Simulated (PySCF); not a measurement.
Dissociation curve of H2F2Si, SMILES F[SiH2]F, singlet. The Si1–F5 bond (Si1 also carries F, H, H; F5 carries nothing else) is stretched with both fragments frozen at the PBE0/def2-TZVP optimised geometry.

- UHF/cc-pVDZ (PySCF)
- RKS-CAM-B3LYP = restricted CAM-B3LYP/cc-pVDZ run with PySCF
- RHF/cc-pVDZ (PySCF)

Magnitude of the dipole moment (D; its direction can reverse along the curve, and a method can change to another solution) and Mulliken charge of the fragment that holds Si1:

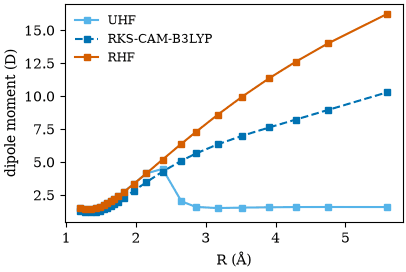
*Dipole moment against bond length.*

| R / Å | μ UHF | q UHF | μ RKS-CAM-B3LYP | q RKS-CAM-B3LYP | μ RHF | q RHF |
|---|---|---|---|---|---|---|
| 1.20 | 1.52 | 0.36 | 1.28 | 0.19 | 1.52 | 0.36 |
| 1.27 | 1.46 | 0.34 | 1.21 | 0.18 | 1.46 | 0.34 |
| 1.36 | 1.45 | 0.35 | 1.18 | 0.20 | 1.45 | 0.35 |
| 1.42 | 1.50 | 0.37 | 1.21 | 0.22 | 1.50 | 0.37 |
| 1.48 | 1.60 | 0.39 | 1.29 | 0.25 | 1.60 | 0.39 |
| 1.54 | 1.73 | 0.41 | 1.40 | 0.27 | 1.73 | 0.41 |
| 1.59 | 1.87 | 0.43 | 1.53 | 0.29 | 1.87 | 0.43 |
| 1.64 | 2.03 | 0.45 | 1.67 | 0.32 | 2.03 | 0.45 |
| 1.69 | 2.20 | 0.47 | 1.82 | 0.33 | 2.20 | 0.47 |
| 1.74 | 2.39 | 0.48 | 1.99 | 0.35 | 2.39 | 0.48 |
| 1.83 | 2.75 | 0.51 | 2.30 | 0.38 | 2.75 | 0.51 |
| 1.97 | 3.34 | 0.54 | 2.82 | 0.41 | 3.34 | 0.54 |
| 2.15 | 4.15 | 0.56 | 3.48 | 0.43 | 4.15 | 0.56 |
| 2.38 | 4.48 | 0.50 | 4.27 | 0.44 | 5.18 | 0.58 |
| 2.65 | 2.02 | 0.16 | 5.09 | 0.44 | 6.38 | 0.59 |
| 2.86 | 1.59 | 0.07 | 5.65 | 0.44 | 7.29 | 0.61 |
| 3.17 | 1.51 | 0.02 | 6.34 | 0.43 | 8.59 | 0.62 |
| 3.52 | 1.54 | 0.01 | 6.99 | 0.43 | 9.96 | 0.65 |
| 3.91 | 1.57 | 0.00 | 7.63 | 0.43 | 11.36 | 0.66 |
| 4.29 | 1.58 | 0.00 | 8.22 | 0.42 | 12.62 | 0.67 |
| 4.75 | 1.59 | 0.00 | 8.95 | 0.42 | 14.00 | 0.67 |
| 5.60 | 1.58 | 0.00 | 10.29 | 0.41 | 16.25 | 0.65 |

The unrestricted determinant behind UHF is spin-contaminated at 2.38 to 5.60 Å (<S²> up to 1.0, against 0.00 for a pure singlet). At the longest distance RKS-CAM-B3LYP leaves fractional charges on the fragments, a sign of delocalisation error or of the restricted form. The restricted form behind RKS-CAM-B3LYP, RHF keeps the bonding electrons paired and can't separate into open-shell fragments.
